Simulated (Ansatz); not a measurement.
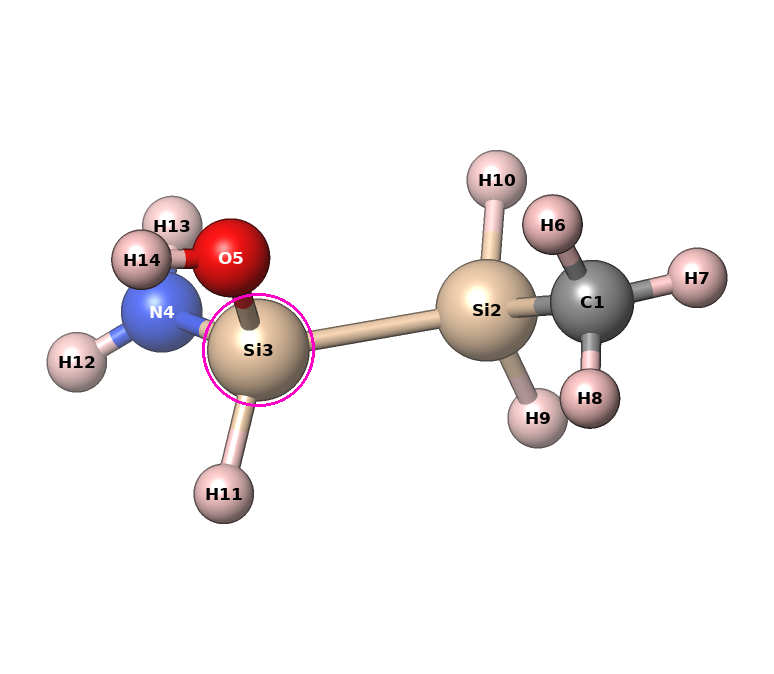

Distant atoms are faded towards the background colour. Circles mark the stereogenic atoms. Computed geometry: PBE0-D4/def2-TZVP optimisation. No frequency run is at hand to confirm it as a minimum.

> Give the R/S and E/Z labels.

Si3: R (priorities Si2 > O5 > N4 > H11).

> Write the isomeric SMILES.

C[SiH2][Si@H](N)O
